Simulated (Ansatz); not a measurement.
# Calculations on Si$_{2}$H$_{3}$I

Part 1: Relaxation

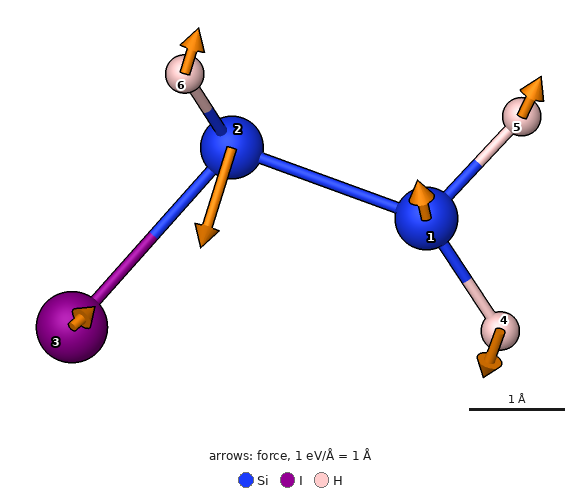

Starting geometry of Si2H3I with the computed forces as orange arrows. Style: ball-and-stick. Shown at a tilt.

The run prepares an end point of a later path (inversion) calculation, from a guessed geometry.

Computed with RKS CAM-B3LYP-D4/def2-SVPD (Ansatz). (no spin polarisation; force threshold 0.015 eV/Å; at most 40 steps)

Is this structure relaxed? If not, where do the atoms go?

It isn't relaxed: the largest force vector, on Si2, is 1.12 eV/Å. The final displacements follow the starting forces only in part (cosine between the two patterns 0.54). Over 7 accepted moves (10 points after the start) the energy falls by 28.7 kJ/mol. The largest force component goes from 0.87 to 0.0094 eV/Å. The line search rejected the trial steps at points 4, 6, 9 of the run. Si2 moves most after the best rigid fit: 0.33 Å. By element the largest moves are Si 0.33 Å, H 0.30 Å, I 0.08 Å. Some distances before and after: Si2–I3 2.534 → 2.445 Å, Si1–Si2 2.228 → 2.165 Å, Si1–H4 1.468 → 1.483 Å, Si1–H5 1.471 → 1.486 Å. Among the angles between lasting bonds that change: Si2–Si1–H4 134.6° → 117.1°, Si1–Si2–H6 108.7° → 120.9°, I3–Si2–H6 97.8° → 108.9°.

Part 2: Relaxation

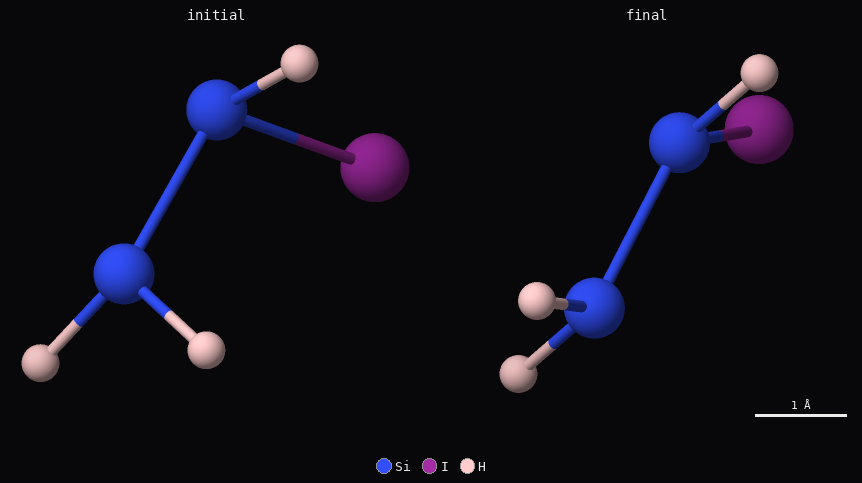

The structure of Si2H3I before (left) and after (right) a relaxation, at one scale.

The picture is a ball-and-stick view, seen from a free direction.

The run prepares an end point of a later path (inversion) calculation, from a guessed geometry.

Theory: RKS CAM-B3LYP-D4/def2-SVPD (Ansatz).

Input file:
```yaml
crystal:
  periodic: [false, false, false]
  atoms:
    - { symbol: Si, position_ang: [-0.67799, 0.24613, -0.84096] }
    - { symbol: Si, position_ang: [0.32172, -0.03811, 1.13033] }
    - { symbol: I, position_ang: [-1.32228, -0.9203, 2.84552] }
    - { symbol: H, position_ang: [-1.24068, -0.659, -1.85098] }
    - { symbol: H, position_ang: [-1.68238, 1.31967, -0.79247] }
    - { symbol: H, position_ang: [0.55558, 1.28804, 1.73872] }
basis:
  gaussian: { orbitals: def2-SVPD }
hamiltonian:
  xc: cam_b3lyp
  dispersion: d4
relax:
  f_tol: 0.015
  max_steps: 40
output:
  orbitals: {}
```

Launched with:
```bash
ansatz run input.yaml --threads 2 --pin off --max-ram 3072MiB --backend cpu --events-out ev --progress --plain --runs-dir out
```

Question: Describe what moved and what it gained.

Answer: Over 11 accepted moves (12 points after the start) the energy falls by 181.6 kJ/mol. The largest force component goes from 1.3 to 0.011 eV/Å. The line search rejected the trial step at point 9 of the run. The largest move after the best rigid fit is that of H5, 1.37 Å. Largest moves by element: H 1.37 Å, I 0.78 Å, Si 0.58 Å. Some distances before and after: Si2–I3 2.534 → 2.446 Å, Si1–Si2 2.228 → 2.166 Å, Si1–H4 1.468 → 1.483 Å, Si1–H5 1.471 → 1.486 Å. Bond angles that change, for instance: Si2–Si1–H4 134.6° → 117.2°, Si1–Si2–H6 108.7° → 120.7°, I3–Si2–H6 97.8° → 108.8°. Cost: 39 s on 2 threads of Arm Neoverse V2 (shared host), peak memory 0.32 GiB.

Part 3: Path

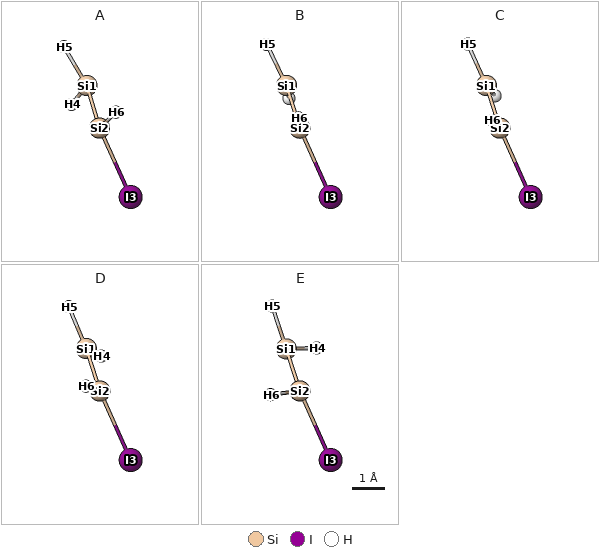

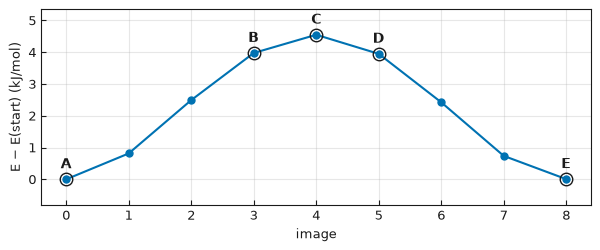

NEB run on Si₂H₃I. Images are numbered from 0 (start) to 8 (end). Frames A to E are images 0, 3, 4, 5, 8. A ball-and-stick model, seen from a free direction.

Level of theory: RKS CAM-B3LYP-D4/def2-SVPD (Ansatz 0.2.0). Settings: 7 movable images; climbing image; force threshold 0.05 eV/Å; iteration limit 60; starting path by image-dependent pair potential.

**Read off the barrier and say what moves.**

The barrier is about 4.55 kJ/mol in both directions, with image 4 at the top; the ends have the same energy. The motion is an umbrella inversion at Si2. No bond forms or breaks between the ends. Among the angles between lasting bonds that change up to the highest image: Si2–Si1–H5 115.1° → 120.2°, H4–Si1–H5 112.6° → 117.7°. The band is converged. At the top, the vibrational analysis gives one imaginary mode (222i cm⁻¹), as a transition state must have.
